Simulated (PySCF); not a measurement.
**CoH$_{3}$: single-point calculation**

- system: CoH$_{3}$, multiplicity 3
- method: UKS-based PBE, Co def2-TZVP, H def2-TZVP; non-relativistic Hamiltonian; density fitting (PySCF 2.14.0)

The geometry comes from this level: PBE0.

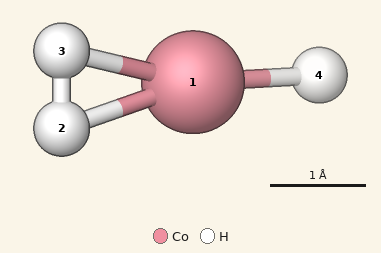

*The input geometry (ball-and-stick view, seen at a tilt; atoms are numbered from 1 in the order of the input). Sticks mark near contacts.*

Key numbers

| quantity | value |
| --- | --- |
| outcome | converged |
| total energy | −1384.274337 hartree |
| ⟨S²⟩ | 2.015 |
| dipole moment | 2.84 D |
| hardware | 4 threads of Arm Neoverse V1, 112 GiB of memory available, shared host |
| wall time | 4 s (CPU time 9.5 s) |
| peak memory | 0.76 GiB |

Input
```python
from pyscf import gto, scf, dft
mol = gto.M(atom='''
Co     0.000000     0.000000     0.027222
H     -0.408984     0.000000    -1.602381
H      0.408984     0.000000    -1.602381
H      0.000000     0.000000     1.594382''',
    basis={'Co': 'def2-TZVP', 'H': 'def2-TZVP'},
    charge=0, spin=2)
mf = dft.UKS(mol, xc='PBE')
mf.grids.atom_grid = (75, 302)
aux = {'Co': 'def2-universal-JKFIT', 'H': 'def2-universal-JKFIT'}
mf = mf.density_fit(auxbasis=aux)
mf.conv_tol = 1e-09
mf.diis_space = 10
mf.max_cycle = 60
mf.verbose = 4
mf.kernel()
```

The script is an equivalent of the set-up of the self-consistent field. The run itself was carried out by a driver, which started from the orbitals of the step before it where there was one and computed the further properties.

Run as:
```bash
OMP_NUM_THREADS=4 python axn.py task.json out
```

Log
```
init E= -1384.26938808738
  alpha nocc = 16  HOMO = -0.179087427515204  LUMO = -0.0387450296574121
  beta  nocc = 14  HOMO = -0.142214230957235  LUMO = -0.118929044471726
  HOMO = -0.142214230957  LUMO = -0.118929044472  gap/eV = 0.63362
cycle= 1 E= -1384.26214709768  delta_E= 0.00724  |g|= 0.217  |ddm|= 0.261
  alpha nocc = 16  HOMO = -0.243415619557568  LUMO = -0.0546050712089441
  beta  nocc = 14  HOMO = -0.264288615221785  LUMO = -0.220500092426251
  HOMO = -0.243415619558  LUMO = -0.220500092426  gap/eV = 0.62356
cycle= 2 E= -1384.01249884339  delta_E= 0.25  |g|= 1.09  |ddm|= 0.584
  alpha nocc = 16  HOMO = -0.20602300458915  LUMO = -0.0401660350574238
  beta  nocc = 14  HOMO = -0.170994457413431  LUMO = -0.140964255234014
  HOMO = -0.170994457413  LUMO = -0.140964255234  gap/eV = 0.81716
cycle= 3 E= -1384.2715731498  delta_E= -0.259  |g|= 0.0808  |ddm|= 0.387
  alpha nocc = 16  HOMO = -0.197922454489496  LUMO = -0.0418879828033107
  beta  nocc = 14  HOMO = -0.163515330680815  LUMO = -0.13499265984591
  HOMO = -0.163515330681  LUMO = -0.134992659846  gap/eV = 0.77614
cycle= 4 E= -1384.27424042054  delta_E= -0.00267  |g|= 0.012  |ddm|= 0.105
  alpha nocc = 16  HOMO = -0.196867373230996  LUMO = -0.0407507590388434
  beta  nocc = 14  HOMO = -0.162038513065542  LUMO = -0.134071619012371
  HOMO = -0.162038513066  LUMO = -0.134071619012  gap/eV = 0.76102
cycle= 5 E= -1384.27432996624  delta_E= -8.95e-05  |g|= 0.00506  |ddm|= 0.0156
  alpha nocc = 16  HOMO = -0.19748055529104  LUMO = -0.0409100702942427
  beta  nocc = 14  HOMO = -0.16278302421616  LUMO = -0.134643393869227
  HOMO = -0.162783024216  LUMO = -0.134643393869  gap/eV = 0.76572
cycle= 6 E= -1384.2743372545  delta_E= -7.29e-06  |g|= 0.00071  |ddm|= 0.00457
  alpha nocc = 16  HOMO = -0.197408141515398  LUMO = -0.0408593876469734
  beta  nocc = 14  HOMO = -0.162723334432984  LUMO = -0.13458023243585
  HOMO = -0.162723334433  LUMO = -0.134580232436  gap/eV = 0.76581
cycle= 7 E= -1384.27433742353  delta_E= -1.69e-07  |g|= 0.000199  |ddm|= 0.000589
  alpha nocc = 16  HOMO = -0.197380344289011  LUMO = -0.0408420074867459
  beta  nocc = 14  HOMO = -0.16269938471896  LUMO = -0.13456352435669
  HOMO = -0.162699384719  LUMO = -0.134563524357  gap/eV = 0.76562
cycle= 8 E= -1384.27433743624  delta_E= -1.27e-08  |g|= 3.01e-05  |ddm|= 0.000235
  alpha nocc = 16  HOMO = -0.197380982524908  LUMO = -0.040843647924163
  beta  nocc = 14  HOMO = -0.162698815762655  LUMO = -0.134563409397254
  HOMO = -0.162698815763  LUMO = -0.134563409397  gap/eV = 0.76560
cycle= 9 E= -1384.27433743651  delta_E= -2.71e-10  |g|= 3.85e-06  |ddm|= 2.85e-05
  alpha nocc = 16  HOMO = -0.197379138599437  LUMO = -0.0408428912809287
  beta  nocc = 14  HOMO = -0.162696587313568  LUMO = -0.134561643444673
  HOMO = -0.162696587314  LUMO = -0.134561643445  gap/eV = 0.76559
Extra cycle  E= -1384.27433743643  delta_E= 7.69e-11  |g|= 1.97e-05  |ddm|= 1.37e-05
converged SCF energy = -1384.27433743643  <S^2> = 2.0150765  2S+1 = 3.0100342
```

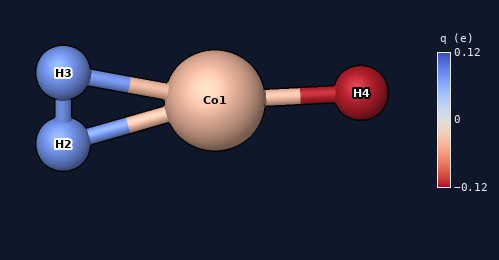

*Mulliken charges, as the colour of each atom (ball-and-stick view, seen at a tilt; atoms are numbered from 1 in the order of the input; Mulliken charges depend strongly on the basis).*

By element: Co −0.04 and H −0.11 to +0.07 e.
